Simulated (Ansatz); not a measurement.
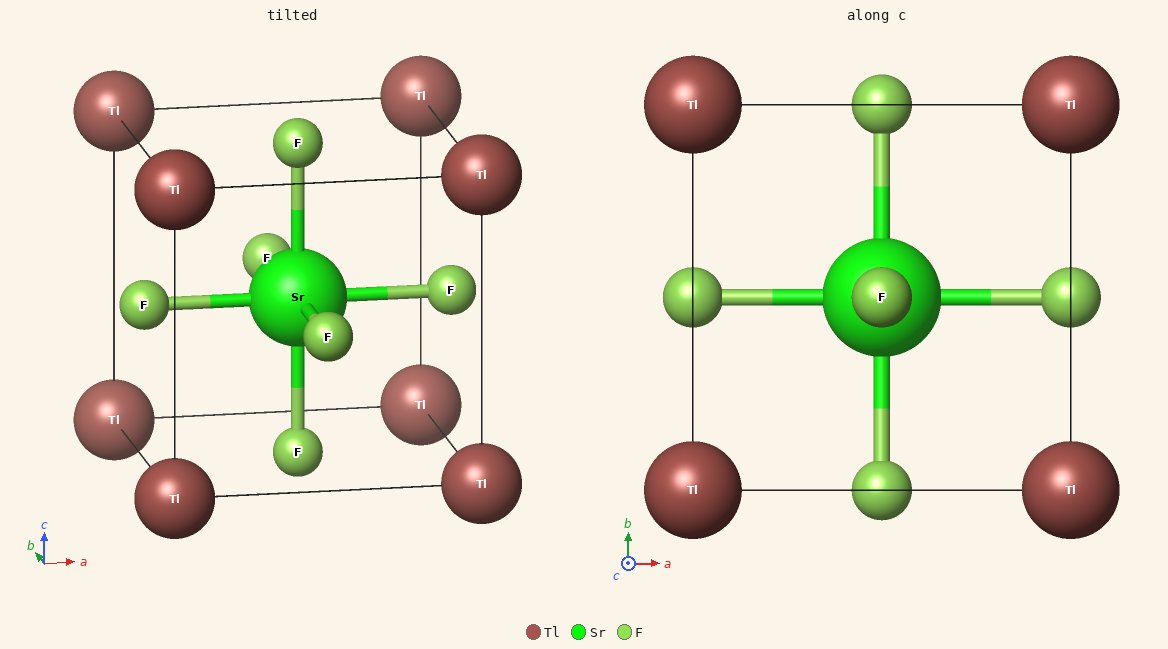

Crystal structure, ball-and-stick style, seen slightly off an axis and along the c axis. The parallelepiped is the unit cell.

SrTlF$_{3}$, a = 4.614 Å, b = 4.709 Å, c = 4.709 Å, α = 90.00°, β = 90.00°, γ = 90.00°. Strictly the space group is P4/mmm (No. 123, within 0.01 Å). It is a distorted form of a primitive cubic structure, space group Pm-3m (No. 221) within 0.25 Å: cubic perovskite with the larger cation on the octahedral site (an inverted filling). Starting structure: a structure type filled with these elements by a generator (whether the compound takes this form wasn't checked). The cell was then strained or its atoms displaced on purpose. It was the input of a calculation with Ansatz.

This one geometry was computed with Ansatz (DFT, plane waves, PAW) at three levels of theory: r2SCAN, PBE and HSE06. It was relaxed with r2SCAN and then strained.

**Which level gives the highest pressure at this volume, and what does that say about its equilibrium volume?**

Highest: PBE (2.9 GPa), which points to the largest equilibrium volume. Lowest, with the smallest volume: r2SCAN (1.0 GPa). Levels within 0.5 GPa of each other can't be told apart.

**How does the band gap change with the level of theory?**

PBE: a gap of 4.35 eV, direct; r2SCAN: a gap of 4.83 eV, direct; HSE06: a gap of 5.77 eV, direct.

**Collect the results in a table.**

| level | cutoff (eV) | k-mesh of the run's cell | gap (eV) | pressure (GPa) |
| --- | --- | --- | --- | --- |
| r2SCAN | 500 | 6×6×6 | 4.83 | 1.0 |
| PBE | 420 | 6×6×6 | 4.35 | 2.9 |
| HSE06 | 420 | 4×4×4 | 5.77 | 2.0 |

Gaps are taken on the k-mesh or band path of each run.
